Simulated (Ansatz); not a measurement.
# TiAl: elastic constants, part 1 of 2

The task, for TiAl: relax to small forces and stress and compute the elastic constants.

Computed with Ansatz 0.2.0 (DFT PBEsol, scalar-relativistic, plane waves, PAW, unless a step's input says otherwise).

1 further run of the same task is left out (set aside as unsound or not needed).

## 1. The system as given

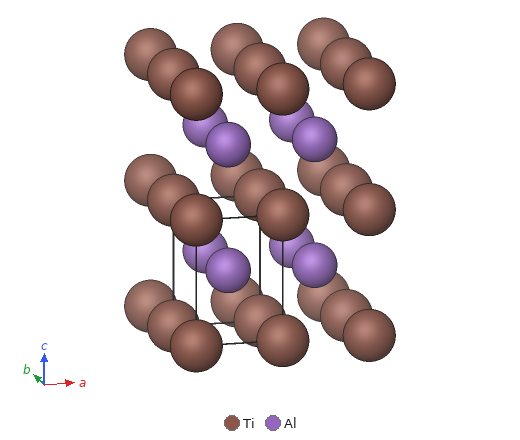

Start, viewed slightly off an axis; titanium brown, aluminium purple. 2×2×2 cells are drawn. Atoms on the faces are drawn again on the opposite ones.

As a file:

```
Ti Al
1.0
     2.79516    0.00000    0.00000
     0.00000    2.79516    0.00000
     0.00000    0.00000    4.03874
Ti Al
1 1
Direct
  0.00000 0.00000 0.00000
  0.50000 0.50000 0.50000
```

This cell was relaxed beforehand with the same method: volume 15.78 Å³/atom, gap on the mesh none (metal).

## 2. A stricter relaxation, with the smearing for a metal

The response runs start from a cell at rest, found with their own mesh and filling of the bands.

The input, input.yaml:

```yaml
crystal:
  lattice:
    - [2.7951585985, 0.0, 0.0]
    - [0.0, 2.7951585985, 0.0]
    - [0.0, 0.0, 4.0387404749]
  atoms:
    - { symbol: Ti, position: [0.0, 0.0, 0.0] }
    - { symbol: Al, position: [0.5, 0.5, 0.5] }
basis:
  ecutwfc: 420
kpoints:
  mp_grid: { grid: [14, 14, 10] }
hamiltonian:
  xc: pbesol
scf:
  occupations: { method: fermi_dirac, width: 0.15 }
output:
  forces: true
  stress: true
  eigenvalues: true
  write_density: true
  write_potential: true
  elf: true
  volumetric_format: npy
relax:
  adjacent_minimum: "off"
  f_tol: 0.001
  max_steps: 60
  cell: { stress_tol: 0.01 }
```

The run is started by

```
$ ansatz run input.yaml --threads 1 --pin off --max-ram 2560MiB --backend cpu --events-out ev --progress --plain --runs-dir out
```

Output, shortened:

```text
Warning: RAYON_NUM_THREADS=1 ignored (pool sized by the plan → 1); use --threads N
[...]
Pseudopotentials: kind: paw
Pseudopotential: Ti, paw, valence charge 12, recommended cutoff 420 eV (normal), Ti.paw.azcp
Pseudopotential: Al, paw, valence charge 3, recommended cutoff 420 eV (normal), Al.paw.azcp
Functional definition: PBEsol
[...]
Crystal: 2 atoms, lattice volume = 31.554 Å³
Basis set: ecut = 420 eV, 617 PW (Γ), exchange–correlation on 40×40×54 points (8 copies of the dense FFT grid, shifted against one another)
Bands: 12, of which v1, the nominal top of the filled ones, is band 8 counted from 1 (7 counted from 0)
Symmetry: 16 space group operations
Space group: P4/mmm (ITA 123), of the structure as read, at distance tolerance 3.2e-5 Å
k-points: 216 of 1960
[...]
SCF iter   1: F=—  HF=-2999.333001 eV  |F-HF|=—  |Δ(HF+E_count)|=         —  Δρ=3.77e-3  dr2=3.29e-3  ethr=1.77e-3  ⟨swp⟩=4.9  Hψ=12840  notcnv=0
[...]
relax step   1: F+E_penalty+E_count = -2999.33184561 eV  Δ(F+E_penalty+E_count) = +0.000e0 eV  max|allowed force component| = 1.528e-30 eV/Å  Δτ_max = 0.0000 Å  P = +0.238 GPa  Ω = 31.554 Å³  (6 SCF iters, dr2 threshold 1.00e-7 eV, accepted)
[...]
relax step   3: F+E_penalty+E_count = -2999.33187795 eV  Δ(F+E_penalty+E_count) = -2.000e-5 eV  max|allowed force component| = 1.479e-31 eV/Å  Δτ_max = 0.0000 Å  P = -0.001 GPa  Ω = 31.617 Å³  energy of the carried Pulay correction = -1.488e-5 eV  (6 SCF iters, accepted)
[...]
relax step   4: F+E_penalty+E_count = -2999.33189175 eV  Δ(F+E_penalty+E_count) = -1.379e-5 eV  max|allowed force component| = 1.479e-31 eV/Å  Δτ_max = 0.0000 Å  P = +0.000 GPa  Ω = 31.617 Å³  stress off target by 4.41e-3 GPa  SCF on the basis re-selected at this cell (its energy is not [...]
SCF converged after 10 iterations
Free energy (F): -2999.331892 eV
[...]
E sigma→0 (E₀):  -2999.267179 eV
Entropy (-TS):   -0.129426 eV (-64.713 meV/atom)
Fermi energy:    11.252323 eV
[...]
--- Forces (eV/Å), atoms counted from 1 ---
  atom   1  Ti     0.00000000    -0.00000000     0.00000000
  atom   2  Al     0.00000000    -0.00000000     0.00000000
[...]
--- Stress (GPa, compression-positive) ---
       -0.001829       0.000000       0.000000
        0.000000      -0.001829      -0.000000
        0.000000      -0.000000       0.004405
  P = ⅓ Tr σ = 0.0002 GPa (0.002 kbar)
--- Band table (eV; the first three rows and the last of 216) ---
  k-point 0: bands = ["-45.0789", "-21.5759", "-21.1307", "-21.1307", "2.0803", "9.2831", "10.3409", "10.8708", "13.4666", "13.4666", "14.6236", "17.5722"]
[...]
--- Relaxed structure (3 steps of the walk, 3 accepted, 1 SCFs on fresh bases) ---
  F+E_penalty+E_count = -2999.33189175 eV   max|allowed force component| = 1.479e-31 eV/Å   (the final SCF, on the basis selected at the relaxed cell)
  cell:  # Å, volume = 31.6171 Å³
    - [2.7967181141254054, -1.618394002433644e-33, -1.703572634140678e-33]
    - [-1.618394002433644e-33, 2.7967181141254054, -2.661832240844809e-35]
    - [-2.3384266515223166e-33, -3.8460964663195995e-35, 4.042269965591654]
  atoms:
    - { symbol: Ti, position: [4.314807770088209e-36, 1.8285364702089215e-35, 2.2731371171229757e-36] }
    - { symbol: Al, position: [0.49999999999999994, 0.49999999999999994, 0.5] }
```

Wall time 8.4 s (1 thread of AMD EPYC 9R45 (Zen 5), shared host); peak memory 0.43 GiB.

Relaxation path:

| step | E - E(step 1) (eV/cell) | largest force component (eV/Å) | pressure (GPa) | volume (Å³) |
| --- | --- | --- | --- | --- |
| 1 | 0.0000 | 0.0000 | 0.24 | 31.55 |
| 2 | 0.0000 | 0.0000 | -0.12 | 31.65 |
| 3 | 0.0000 | 0.0000 | 0.00 | 31.62 |
| 4 | 0.0000 | 0.0000 | 0.00 | 31.62 |

Step 1 is the start. Step 4 repeats the geometry before it on a plane-wave basis chosen anew for that cell, so its energy need not be comparable with the rows above.

|  | before | after | change |
| --- | --- | --- | --- |
| a (Å) | 2.795 | 2.797 | +0.1 % |
| b (Å) | 2.795 | 2.797 | +0.1 % |
| c (Å) | 4.039 | 4.042 | +0.1 % |
| volume (Å³/atom) | 15.78 | 15.81 | +0.2 % |
| shortest distance (Å) | 2.795 | 2.797 | +0.1 % |
| space group (0.01 Å) | P4/mmm | P4/mmm | same |

The run keeps the 16 symmetry operations of the start, so it could not have lowered the symmetry.

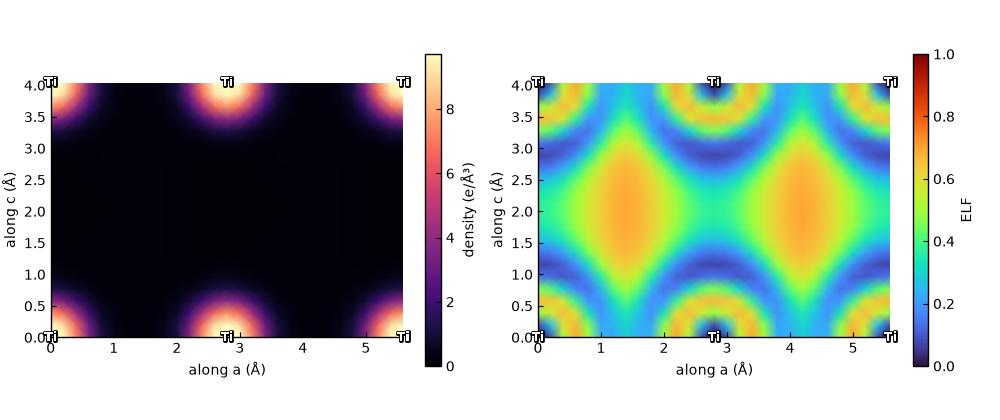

Density (left) and ELF (right) in a lattice plane of the grid's cell (edges 2.80 and 4.04 Å, at 0.000 of the third edge), which holds Ti. Only atoms in the plane are labelled. Both are smooth fields of the valence electrons: close to the nuclei they are not physical.

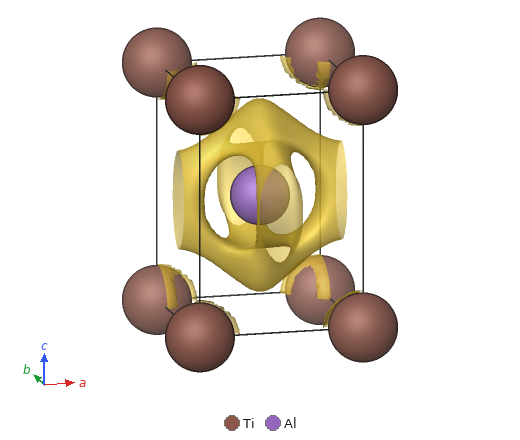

Surface of ELF = 0.64, drawn in one cell.

Maxima of ELF outside the ion cores: 0.77 beside Al, off the lines to its neighbours, 1.1 Å from Al; 0.70 on the Al–Al line, 1.4 Å from Al.

(Continued in part 2 of 2.)
